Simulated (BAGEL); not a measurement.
# BH2F (SMILES BF): HF/STO-3G (density fitting with qzvpp-jkfit)

What is the energy change on altering one bond length of BH2F at HF/STO-3G (density fitting with qzvpp-jkfit)? 

Program for the calculation: BAGEL 1.2.2.

3 further runs of the same task are left out: 2 that didn't finish, 1 set aside as unsound or not needed. Runs told in other sessions of the task aren't counted.

### Step 1. Starting point

BH2F: 4 atoms, total charge 0, spin state singlet. SMILES: `BF`. Geometry: relaxed at PBE0-D4/def2-TZVP.

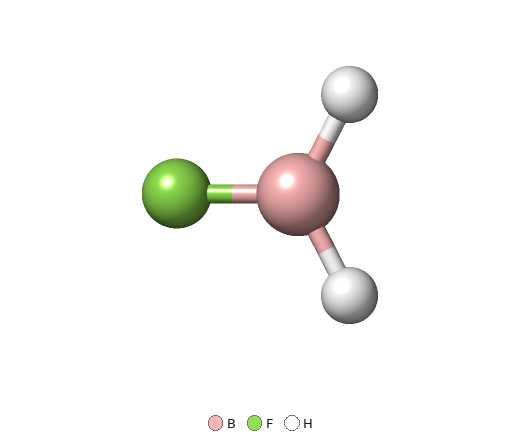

The structure, seen from a chosen angle (boron pink, fluorine green, hydrogen white).

### Step 2. A single-point energy at HF/STO-3G (density fitting with qzvpp-jkfit)

Contents of job.json:

```json
{ "bagel": [

{
  "title": "molecule",
  "basis": "sto-3g",
  "df_basis": "qzvpp-jkfit",
  "angstrom": "true",
  "geometry": [
    { "atom": "B", "xyz": [      -0.027300,      -0.004000,      -0.030800 ] },
    { "atom": "F", "xyz": [       1.061200,      -0.296700,       0.649900 ] },
    { "atom": "H", "xyz": [      -1.012500,      -0.649100,       0.186200 ] },
    { "atom": "H", "xyz": [       0.034200,       0.889600,      -0.825600 ] }
  ]
},

{ "title": "hf" },

{ "title": "print", "file": "orbitals.molden", "orbitals": "true" }

]}
```

On the command line:

```bash
BAGEL_NUM_THREADS=1 BAGEL job.json > job.out
```

The log of the run:

```text
* using 1 threads per process

  ===============================================================
  ===============================================================

  *** Geometry ***

  { "atom" : "B", "xyz" : [     -0.051590,     -0.007559,     -0.058204 ] },
  { "atom" : "F", "xyz" : [      2.005377,     -0.560682,      1.228133 ] },
  { "atom" : "H", "xyz" : [     -1.913348,     -1.226621,      0.351867 ] },
  { "atom" : "H", "xyz" : [      0.064629,      1.681100,     -1.560158 ] },

  Number of auxiliary basis functions:      188

  Since a DF basis is specified, we compute 2- and 3-index integrals:
    o Being stored without compression. Storage requirement is 0.000 GB

  Number of basis functions:       12
  Number of electrons      :       16

    * METHOD: MOLECULE                             0.07

  *** RHF ***

  === Nuclear Repulsion ===
    27.1757584682

      * DIIS with orbital gradients will be used.

  === RHF iteration (sto-3g) ===
      0       -123.54947355          0.03292982           0.00
      1       -123.59823858          0.00871856           0.00
      2       -123.60151106          0.00174677           0.00
      3       -123.60171705          0.00009760           0.00
      4       -123.60171786          0.00002469           0.00
      5       -123.60171791          0.00000603           0.00
      6       -123.60171791          0.00000129           0.00
      7       -123.60171791          0.00000015           0.00
      8       -123.60171791          0.00000002           0.00
      9       -123.60171791          0.00000000           0.00
    * SCF iteration converged.

    * Permanent dipole moment:
           (    0.066345,    -0.017783,     0.041415) a.u.

    * METHOD: HF                                   0.11

    * METHOD: PRINT                                0.00

  ===============================================================
```

Wall time 0.5 s (1 thread of Intel Xeon Platinum 8259CL at 2.50GHz (Skylake/Cascade Lake), shared host); peak memory 0.08 GiB.

### Step 3. The distorted shape

Contents of calc.json:

```json
{ "bagel" : [

{
  "title" : "molecule",
  "basis" : "sto-3g",
  "df_basis" : "qzvpp-jkfit",
  "angstrom" : true,
  "geometry" : [
    { "atom" : "B", "xyz" : [    0.120516,    0.092789,   -0.063358 ] },
    { "atom" : "F", "xyz" : [    1.209016,   -0.199911,    0.617342 ] },
    { "atom" : "H", "xyz" : [   -1.012500,   -0.649100,    0.186200 ] },
    { "atom" : "H", "xyz" : [    0.182016,    0.986389,   -0.858158 ] }
  ]
},
{ "title" : "hf" },
{ "title" : "print", "file" : "orbitals.molden", "orbitals" : true }

]}
```

On the command line:

```bash
BAGEL_NUM_THREADS=1 BAGEL calc.json > calc.out
```

The log of the run:

```text
* using 1 threads per process

  ===============================================================
  ===============================================================

  *** Geometry ***

  { "atom" : "B", "xyz" : [      0.227742,      0.175346,     -0.119729 ] },
  { "atom" : "F", "xyz" : [      2.284709,     -0.377777,      1.166607 ] },
  { "atom" : "H", "xyz" : [     -1.913348,     -1.226621,      0.351867 ] },
  { "atom" : "H", "xyz" : [      0.343960,      1.864005,     -1.621684 ] },

  Number of auxiliary basis functions:      188

  Since a DF basis is specified, we compute 2- and 3-index integrals:
    o Being stored without compression. Storage requirement is 0.000 GB

  Number of basis functions:       12
  Number of electrons      :       16

    * METHOD: MOLECULE                             0.05

  *** RHF ***

  === Nuclear Repulsion ===
    26.7230880417

      * DIIS with orbital gradients will be used.

  === RHF iteration (sto-3g) ===
      0       -123.52534575          0.03395937           0.00
      1       -123.57639904          0.00932902           0.00
      2       -123.58009221          0.00194663           0.00
      3       -123.58034990          0.00012542           0.00
      4       -123.58035124          0.00002547           0.00
      5       -123.58035129          0.00000510           0.00
      6       -123.58035129          0.00000152           0.00
      7       -123.58035129          0.00000023           0.00
      8       -123.58035129          0.00000003           0.00
      9       -123.58035129          0.00000001           0.00
    * SCF iteration converged.

    * Permanent dipole moment:
           (    0.026640,    -0.044867,     0.051155) a.u.

    * METHOD: HF                                   0.09

    * METHOD: PRINT                                0.00

  ===============================================================
```

Wall time 0.44 s (1 thread of Intel Xeon Platinum 8259CL at 2.50GHz (Skylake/Cascade Lake), shared host); peak memory 0.14 GiB.

### Step 4. Outcome

Level: HF/STO-3G (density fitting with qzvpp-jkfit).

```
                                                         quantity          value
                                        first shape: total energy  -123.60172 Eh
                                       first shape: dipole moment         0.20 D
                                         first shape: HOMO energy      -10.94 eV
                                         first shape: LUMO energy        7.50 eV
                                       first shape: HOMO–LUMO gap       18.43 eV
                                    distorted shape: total energy  -123.58035 Eh
                                   distorted shape: dipole moment         0.19 D
                                     distorted shape: HOMO energy      -10.43 eV
                                     distorted shape: LUMO energy        7.52 eV
                                   distorted shape: HOMO–LUMO gap       17.95 eV
energy change with the B1–H3 bond stretched from 1.197 to 1.377 Å       0.581 eV
```

In words: With the B1–H3 bond stretched from 1.197 to 1.377 Å the energy rises by 0.58 eV (56.1 kJ/mol). The first shape isn't relaxed at this level, so the change isn't measured from a minimum. The minimal basis adds a large error of its own.
